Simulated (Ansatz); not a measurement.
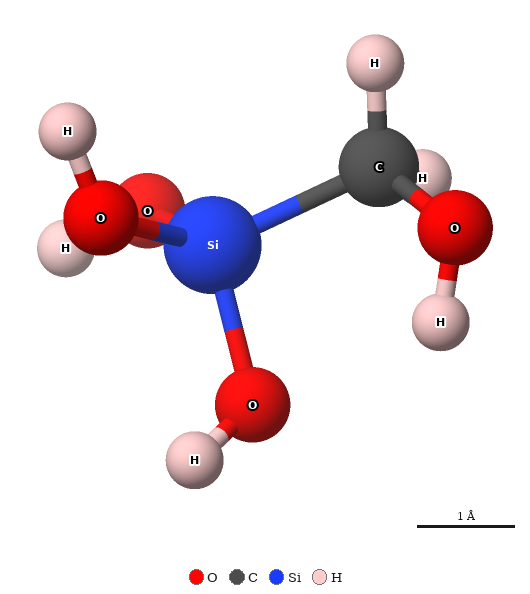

**Figure 1.** The structure as given in the input (ball-and-stick view, seen at a tilt).

# Molecular dynamics of CH6O4Si (part 1 of 4)

- system: CH6O4Si
- method: RKS PBE-D4/6-31G (Ansatz 0.2.0)

One setting was made poor on purpose. It belongs to a series of runs on one base structure; here: dynamics from the start.

Input file:
```yaml
crystal:
  periodic: [false, false, false]
  atoms:
    - { symbol: O, position_ang: [-0.842892, -1.95296, 0.709445] }
    - { symbol: C, position_ang: [0.407018, -1.193306, 0.740698] }
    - { symbol: Si, position_ang: [0.131372, 0.467146, -0.15712] }
    - { symbol: O, position_ang: [1.697256, 1.058333, -0.574896] }
    - { symbol: O, position_ang: [-0.857003, -0.042252, -1.482868] }
    - { symbol: O, position_ang: [-0.841225, 1.724206, 0.540699] }
    - { symbol: H, position_ang: [-1.203919, -1.876177, -0.213855] }
    - { symbol: H, position_ang: [1.242757, -1.722457, 0.240134] }
    - { symbol: H, position_ang: [0.679388, -1.066929, 1.798545] }
    - { symbol: H, position_ang: [1.825561, 1.853204, -1.135191] }
    - { symbol: H, position_ang: [-1.557555, 0.552, -1.826029] }
    - { symbol: H, position_ang: [-0.603759, 2.144091, 1.394437] }
basis:
  gaussian: { orbitals: "6-31G" }
hamiltonian:
  xc: pbe
  dispersion: d4
md:
  timestep: 1.0
  n_steps: 600
  ensemble: nvt_nose_hoover
  temperature: 500.0
  initial_velocities: maxwell_boltzmann
  seed: 918275
  nose_hoover: { tau: 3.0, chain_length: 1 }
```

Launch command:
```bash
ansatz run input.yaml --threads 2 --pin off --max-ram 3072MiB --backend cpu --events-out ev --progress --plain --runs-dir out
```

The program's output:
```
Engine: ansatz 0.2.0, aarch64-unknown-linux-gnu
Functional definition: PBE
  parameter kappa = 0.804
  parameter beta = 0.06672455060314922
  exchange = pbe_x(kappa = kappa, mu = beta*pi^2/3)
  correlation = pbe_c(beta = beta)
855 factors; integrals over basis functions are off by at most 1.7e-4 eV
mean field evaluation 1: about -17166.9649 eV, gradient 9.8e1 eV
mean field evaluation 2: about -17121.3094 eV, gradient 1.8e2 eV
mean field evaluation 4: about -17184.3891 eV, gradient 1.0e1 eV
mean field evaluation 8: about -17184.6281 eV, gradient 2.1e-1 eV
mean field evaluation 16: about -17184.6282 eV, gradient 2.0e-5 eV
mean field -17184.62821077 eV, -631.5234385865 hartree, gradient 2.0e-5 eV, S^2 0.000000; 0 other end points of the search recorded, 0 dependent functions left out
the calculation of the forces begins
reference -17184.62824374 eV, -631.5234397981 hartree; 29, 29 occupied and 41, 41 virtual orbitals, 855 factors
md step     0: t =     0.00 fs  T =   500.0 K  F+E_penalty+E_count = -17184.87882619 eV  E_kin = 0.646300 eV  conserved = -17184.23252620 eV  (26 SCF iters)
these checks for a lower state are left out or cut short: starts, cluster_reference, orbital_swaps, neighbouring_geometries, increment
855 factors; integrals over basis functions are off by at most 1.7e-4 eV
mean field -17184.54006188 eV, -631.5201991745 hartree, gradient 1.0e-5 eV, S^2 0.000000; 0 other end points of the search recorded, 0 dependent functions left out
the calculation of the forces begins
reference -17184.54009473 eV, -631.5202003817 hartree; 29, 29 occupied and 41, 41 virtual orbitals, 855 factors
md step     1: t =     1.00 fs  T =   440.0 K  F+E_penalty+E_count = -17184.79098930 eV  E_kin = 0.568743 eV  conserved = -17184.22417795 eV  (29 SCF iters, 3 dispersion substeps)
[... from here on the SCF iterations and repeated set-up lines of each step are left out, up to the last step ...]
md step     2: t =     2.00 fs  T =   369.6 K  F+E_penalty+E_count = -17184.66910545 eV  E_kin = 0.477804 eV  conserved = -17184.20879629 eV  (30 SCF iters, 3 dispersion substeps)
md step     3: t =     3.00 fs  T =   424.8 K  F+E_penalty+E_count = -17184.71021792 eV  E_kin = 0.549120 eV  conserved = -17184.22087486 eV  (29 SCF iters, 3 dispersion substeps)
md step     4: t =     4.00 fs  T =   510.1 K  F+E_penalty+E_count = -17184.76202268 eV  E_kin = 0.659348 eV  conserved = -17184.23142910 eV  (30 SCF iters, 3 dispersion substeps)
md step     5: t =     5.00 fs  T =   485.0 K  F+E_penalty+E_count = -17184.64528481 eV  E_kin = 0.626931 eV  conserved = -17184.22180439 eV  (29 SCF iters, 3 dispersion substeps)
md step     6: t =     6.00 fs  T =   401.7 K  F+E_penalty+E_count = -17184.45370956 eV  E_kin = 0.519176 eV  conserved = -17184.20968988 eV  (27 SCF iters, 3 dispersion substeps)
md step     7: t =     7.00 fs  T =   394.1 K  F+E_penalty+E_count = -17184.35604794 eV  E_kin = 0.509466 eV  conserved = -17184.20619577 eV  (29 SCF iters, 3 dispersion substeps)
md step     8: t =     8.00 fs  T =   523.1 K  F+E_penalty+E_count = -17184.40958158 eV  E_kin = 0.676116 eV  conserved = -17184.21399775 eV  (29 SCF iters, 3 dispersion substeps)
md step     9: t =     9.00 fs  T =   692.9 K  F+E_penalty+E_count = -17184.49194426 eV  E_kin = 0.895591 eV  conserved = -17184.22726234 eV  (29 SCF iters, 3 dispersion substeps)
md step    10: t =    10.00 fs  T =   700.2 K  F+E_penalty+E_count = -17184.38937074 eV  E_kin = 0.905022 eV  conserved = -17184.22055240 eV  (29 SCF iters, 3 dispersion substeps)
md step    11: t =    11.00 fs  T =   589.6 K  F+E_penalty+E_count = -17184.19395434 eV  E_kin = 0.762144 eV  conserved = -17184.19630687 eV  (29 SCF iters, 3 dispersion substeps)
md step    12: t =    12.00 fs  T =   599.5 K  F+E_penalty+E_count = -17184.22865618 eV  E_kin = 0.774902 eV  conserved = -17184.20653130 eV  (29 SCF iters, 3 dispersion substeps)
md step    13: t =    13.00 fs  T =   656.1 K  F+E_penalty+E_count = -17184.37264546 eV  E_kin = 0.848106 eV  conserved = -17184.22556572 eV  (29 SCF iters, 3 dispersion substeps)
md step    14: t =    14.00 fs  T =   576.2 K  F+E_penalty+E_count = -17184.36372764 eV  E_kin = 0.744805 eV  conserved = -17184.22056929 eV  (29 SCF iters, 3 dispersion substeps)
md step    15: t =    15.00 fs  T =   436.2 K  F+E_penalty+E_count = -17184.27314437 eV  E_kin = 0.563892 eV  conserved = -17184.20965100 eV  (29 SCF iters, 3 dispersion substeps)
md step    16: t =    16.00 fs  T =   382.0 K  F+E_penalty+E_count = -17184.27039615 eV  E_kin = 0.493755 eV  conserved = -17184.20766201 eV  (27 SCF iters, 3 dispersion substeps)
md step    17: t =    17.00 fs  T =   428.7 K  F+E_penalty+E_count = -17184.38301644 eV  E_kin = 0.554185 eV  conserved = -17184.21618497 eV  (28 SCF iters, 3 dispersion substeps)
md step    18: t =    18.00 fs  T =   480.2 K  F+E_penalty+E_count = -17184.48963206 eV  E_kin = 0.620660 eV  conserved = -17184.22554678 eV  (27 SCF iters, 3 dispersion substeps)
md step    19: t =    19.00 fs  T =   458.4 K  F+E_penalty+E_count = -17184.47958541 eV  E_kin = 0.592479 eV  conserved = -17184.21954885 eV  (29 SCF iters, 3 dispersion substeps)
md step    20: t =    20.00 fs  T =   425.9 K  F+E_penalty+E_count = -17184.44449183 eV  E_kin = 0.550494 eV  conserved = -17184.21463294 eV  (29 SCF iters, 3 dispersion substeps)
md step    21: t =    21.00 fs  T =   442.2 K  F+E_penalty+E_count = -17184.46381044 eV  E_kin = 0.571536 eV  conserved = -17184.21856285 eV  (28 SCF iters, 3 dispersion substeps)
md step    22: t =    22.00 fs  T =   480.0 K  F+E_penalty+E_count = -17184.49316432 eV  E_kin = 0.620399 eV  conserved = -17184.21979006 eV  (30 SCF iters, 3 dispersion substeps)
md step    23: t =    23.00 fs  T =   499.6 K  F+E_penalty+E_count = -17184.49201477 eV  E_kin = 0.645825 eV  conserved = -17184.22153426 eV  (29 SCF iters, 3 dispersion substeps)
md step    24: t =    24.00 fs  T =   478.7 K  F+E_penalty+E_count = -17184.42916182 eV  E_kin = 0.618753 eV  conserved = -17184.21556774 eV  (28 SCF iters, 3 dispersion substeps)
md step    25: t =    25.00 fs  T =   465.1 K  F+E_penalty+E_count = -17184.37235082 eV  E_kin = 0.601132 eV  conserved = -17184.21063245 eV  (30 SCF iters, 3 dispersion substeps)
md step    26: t =    26.00 fs  T =   503.7 K  F+E_penalty+E_count = -17184.38291629 eV  E_kin = 0.651115 eV  conserved = -17184.21438792 eV  (29 SCF iters, 3 dispersion substeps)
md step    27: t =    27.00 fs  T =   549.3 K  F+E_penalty+E_count = -17184.40281460 eV  E_kin = 0.710013 eV  conserved = -17184.22092265 eV  (30 SCF iters, 3 dispersion substeps)
md step    28: t =    28.00 fs  T =   536.2 K  F+E_penalty+E_count = -17184.34523302 eV  E_kin = 0.693103 eV  conserved = -17184.21419322 eV  (30 SCF iters, 3 dispersion substeps)
md step    29: t =    29.00 fs  T =   521.1 K  F+E_penalty+E_count = -17184.29912604 eV  E_kin = 0.673588 eV  conserved = -17184.20954766 eV  (29 SCF iters, 3 dispersion substeps)
md step    30: t =    30.00 fs  T =   537.6 K  F+E_penalty+E_count = -17184.31833061 eV  E_kin = 0.694955 eV  conserved = -17184.22155220 eV  (29 SCF iters, 3 dispersion substeps)
md step    31: t =    31.00 fs  T =   509.9 K  F+E_penalty+E_count = -17184.27145910 eV  E_kin = 0.659085 eV  conserved = -17184.21490360 eV  (30 SCF iters, 3 dispersion substeps)
md step    32: t =    32.00 fs  T =   475.1 K  F+E_penalty+E_count = -17184.22251569 eV  E_kin = 0.614113 eV  conserved = -17184.21237734 eV  (29 SCF iters, 3 dispersion substeps)
md step    33: t =    33.00 fs  T =   465.9 K  F+E_penalty+E_count = -17184.20646495 eV  E_kin = 0.602179 eV  conserved = -17184.21553341 eV  (30 SCF iters, 3 dispersion substeps)
md step    34: t =    34.00 fs  T =   461.0 K  F+E_penalty+E_count = -17184.17944898 eV  E_kin = 0.595829 eV  conserved = -17184.21103274 eV  (29 SCF iters, 3 dispersion substeps)
md step    35: t =    35.00 fs  T =   484.4 K  F+E_penalty+E_count = -17184.18293803 eV  E_kin = 0.626084 eV  conserved = -17184.21052037 eV  (30 SCF iters, 3 dispersion substeps)
md step    36: t =    36.00 fs  T =   528.2 K  F+E_penalty+E_count = -17184.21385624 eV  E_kin = 0.682763 eV  conserved = -17184.21671204 eV  (29 SCF iters, 3 dispersion substeps)
md step    37: t =    37.00 fs  T =   531.2 K  F+E_penalty+E_count = -17184.18968921 eV  E_kin = 0.686690 eV  conserved = -17184.21504901 eV  (28 SCF iters, 3 dispersion substeps)
md step    38: t =    38.00 fs  T =   523.4 K  F+E_penalty+E_count = -17184.15017950 eV  E_kin = 0.676540 eV  conserved = -17184.20285736 eV  (30 SCF iters, 3 dispersion substeps)
md step    39: t =    39.00 fs  T =   588.6 K  F+E_penalty+E_count = -17184.24090586 eV  E_kin = 0.760855 eV  conserved = -17184.21653640 eV  (30 SCF iters, 3 dispersion substeps)
md step    40: t =    40.00 fs  T =   610.0 K  F+E_penalty+E_count = -17184.29728538 eV  E_kin = 0.788509 eV  conserved = -17184.22416390 eV  (30 SCF iters, 3 dispersion substeps)
md step    41: t =    41.00 fs  T =   530.6 K  F+E_penalty+E_count = -17184.23133516 eV  E_kin = 0.685825 eV  conserved = -17184.20918552 eV  (29 SCF iters, 3 dispersion substeps)
md step    42: t =    42.00 fs  T =   483.6 K  F+E_penalty+E_count = -17184.22988071 eV  E_kin = 0.625071 eV  conserved = -17184.21217985 eV  (30 SCF iters, 3 dispersion substeps)
md step    43: t =    43.00 fs  T =   479.6 K  F+E_penalty+E_count = -17184.27831455 eV  E_kin = 0.619869 eV  conserved = -17184.21541626 eV  (30 SCF iters, 3 dispersion substeps)
md step    44: t =    44.00 fs  T =   482.5 K  F+E_penalty+E_count = -17184.32599052 eV  E_kin = 0.623724 eV  conserved = -17184.21431856 eV  (30 SCF iters, 3 dispersion substeps)
md step    45: t =    45.00 fs  T =   488.2 K  F+E_penalty+E_count = -17184.37747118 eV  E_kin = 0.631064 eV  conserved = -17184.21790926 eV  (30 SCF iters, 3 dispersion substeps)
md step    46: t =    46.00 fs  T =   468.1 K  F+E_penalty+E_count = -17184.38980433 eV  E_kin = 0.605096 eV  conserved = -17184.22041285 eV  (31 SCF iters, 3 dispersion substeps)
md step    47: t =    47.00 fs  T =   428.4 K  F+E_penalty+E_count = -17184.35455269 eV  E_kin = 0.553771 eV  conserved = -17184.21178379 eV  (30 SCF iters, 3 dispersion substeps)
md step    48: t =    48.00 fs  T =   452.2 K  F+E_penalty+E_count = -17184.39417556 eV  E_kin = 0.584577 eV  conserved = -17184.21275388 eV  (29 SCF iters, 3 dispersion substeps)
md step    49: t =    49.00 fs  T =   514.3 K  F+E_penalty+E_count = -17184.48677702 eV  E_kin = 0.664726 eV  conserved = -17184.22854074 eV  (30 SCF iters, 3 dispersion substeps)
md step    50: t =    50.00 fs  T =   485.5 K  F+E_penalty+E_count = -17184.43963956 eV  E_kin = 0.627545 eV  conserved = -17184.22116187 eV  (29 SCF iters, 3 dispersion substeps)
md step    51: t =    51.00 fs  T =   424.8 K  F+E_penalty+E_count = -17184.34244620 eV  E_kin = 0.549053 eV  conserved = -17184.20947322 eV  (29 SCF iters, 3 dispersion substeps)
md step    52: t =    52.00 fs  T =   445.5 K  F+E_penalty+E_count = -17184.35094681 eV  E_kin = 0.575858 eV  conserved = -17184.21445311 eV  (29 SCF iters, 3 dispersion substeps)
md step    53: t =    53.00 fs  T =   517.5 K  F+E_penalty+E_count = -17184.40765012 eV  E_kin = 0.668923 eV  conserved = -17184.21730658 eV  (27 SCF iters, 3 dispersion substeps)
md step    54: t =    54.00 fs  T =   575.1 K  F+E_penalty+E_count = -17184.44469811 eV  E_kin = 0.743320 eV  conserved = -17184.21941414 eV  (28 SCF iters, 3 dispersion substeps)
md step    55: t =    55.00 fs  T =   563.7 K  F+E_penalty+E_count = -17184.41248663 eV  E_kin = 0.728685 eV  conserved = -17184.22132512 eV  (29 SCF iters, 3 dispersion substeps)
md step    56: t =    56.00 fs  T =   490.5 K  F+E_penalty+E_count = -17184.30432185 eV  E_kin = 0.634038 eV  conserved = -17184.20875828 eV  (28 SCF iters, 3 dispersion substeps)
md step    57: t =    57.00 fs  T =   493.3 K  F+E_penalty+E_count = -17184.30296716 eV  E_kin = 0.637616 eV  conserved = -17184.20453162 eV  (30 SCF iters, 3 dispersion substeps)
md step    58: t =    58.00 fs  T =   586.3 K  F+E_penalty+E_count = -17184.44685835 eV  E_kin = 0.757870 eV  conserved = -17184.22717813 eV  (28 SCF iters, 3 dispersion substeps)
md step    59: t =    59.00 fs  T =   562.2 K  F+E_penalty+E_count = -17184.44227140 eV  E_kin = 0.726702 eV  conserved = -17184.22921478 eV  (28 SCF iters, 3 dispersion substeps)
md step    60: t =    60.00 fs  T =   415.5 K  F+E_penalty+E_count = -17184.26717730 eV  E_kin = 0.537032 eV  conserved = -17184.20967142 eV  (28 SCF iters, 3 dispersion substeps)
md step    61: t =    61.00 fs  T =   356.5 K  F+E_penalty+E_count = -17184.19794520 eV  E_kin = 0.460837 eV  conserved = -17184.20578963 eV  (28 SCF iters, 3 dispersion substeps)
md step    62: t =    62.00 fs  T =   438.1 K  F+E_penalty+E_count = -17184.29717600 eV  E_kin = 0.566333 eV  conserved = -17184.21823550 eV  (29 SCF iters, 3 dispersion substeps)
md step    63: t =    63.00 fs  T =   531.3 K  F+E_penalty+E_count = -17184.38534185 eV  E_kin = 0.686819 eV  conserved = -17184.22519751 eV  (27 SCF iters, 3 dispersion substeps)
md step    64: t =    64.00 fs  T =   518.7 K  F+E_penalty+E_count = -17184.32960222 eV  E_kin = 0.670417 eV  conserved = -17184.22305280 eV  (27 SCF iters, 3 dispersion substeps)
md step    65: t =    65.00 fs  T =   433.1 K  F+E_penalty+E_count = -17184.16882668 eV  E_kin = 0.559862 eV  conserved = -17184.20363577 eV  (27 SCF iters, 3 dispersion substeps)
md step    66: t =    66.00 fs  T =   466.4 K  F+E_penalty+E_count = -17184.16734706 eV  E_kin = 0.602815 eV  conserved = -17184.20190673 eV  (28 SCF iters, 3 dispersion substeps)
md step    67: t =    67.00 fs  T =   632.5 K  F+E_penalty+E_count = -17184.34715233 eV  E_kin = 0.817590 eV  conserved = -17184.22404620 eV  (29 SCF iters, 3 dispersion substeps)
md step    68: t =    68.00 fs  T =   686.1 K  F+E_penalty+E_count = -17184.39670296 eV  E_kin = 0.886889 eV  conserved = -17184.22800013 eV  (28 SCF iters, 3 dispersion substeps)
md step    69: t =    69.00 fs  T =   546.3 K  F+E_penalty+E_count = -17184.23558766 eV  E_kin = 0.706137 eV  conserved = -17184.21341934 eV  (28 SCF iters, 3 dispersion substeps)
md step    70: t =    70.00 fs  T =   423.5 K  F+E_penalty+E_count = -17184.10246146 eV  E_kin = 0.547366 eV  conserved = -17184.19779420 eV  (27 SCF iters, 3 dispersion substeps)
md step    71: t =    71.00 fs  T =   476.1 K  F+E_penalty+E_count = -17184.20776747 eV  E_kin = 0.615411 eV  conserved = -17184.21125457 eV  (29 SCF iters, 3 dispersion substeps)
md step    72: t =    72.00 fs  T =   572.6 K  F+E_penalty+E_count = -17184.37146080 eV  E_kin = 0.740201 eV  conserved = -17184.22738275 eV  (28 SCF iters, 3 dispersion substeps)
md step    73: t =    73.00 fs  T =   527.5 K  F+E_penalty+E_count = -17184.35348098 eV  E_kin = 0.681812 eV  conserved = -17184.22673222 eV  (28 SCF iters, 3 dispersion substeps)
md step    74: t =    74.00 fs  T =   382.6 K  F+E_penalty+E_count = -17184.18650742 eV  E_kin = 0.494575 eV  conserved = -17184.20884853 eV  (27 SCF iters, 3 dispersion substeps)
md step    75: t =    75.00 fs  T =   340.6 K  F+E_penalty+E_count = -17184.13530197 eV  E_kin = 0.440275 eV  conserved = -17184.20343209 eV  (28 SCF iters, 3 dispersion substeps)
md step    76: t =    76.00 fs  T =   451.2 K  F+E_penalty+E_count = -17184.27137627 eV  E_kin = 0.583266 eV  conserved = -17184.22041219 eV  (28 SCF iters, 3 dispersion substeps)
md step    77: t =    77.00 fs  T =   550.9 K  F+E_penalty+E_count = -17184.36186980 eV  E_kin = 0.712093 eV  conserved = -17184.22606477 eV  (29 SCF iters, 3 dispersion substeps)
md step    78: t =    78.00 fs  T =   525.5 K  F+E_penalty+E_count = -17184.28607271 eV  E_kin = 0.679221 eV  conserved = -17184.21972763 eV  (28 SCF iters, 3 dispersion substeps)
md step    79: t =    79.00 fs  T =   441.9 K  F+E_penalty+E_count = -17184.13529539 eV  E_kin = 0.571249 eV  conserved = -17184.20440552 eV  (29 SCF iters, 3 dispersion substeps)
md step    80: t =    80.00 fs  T =   470.7 K  F+E_penalty+E_count = -17184.13250635 eV  E_kin = 0.608397 eV  conserved = -17184.20202687 eV  (29 SCF iters, 3 dispersion substeps)
md step    81: t =    81.00 fs  T =   624.6 K  F+E_penalty+E_count = -17184.30255608 eV  E_kin = 0.807401 eV  conserved = -17184.22205414 eV  (28 SCF iters, 3 dispersion substeps)
```
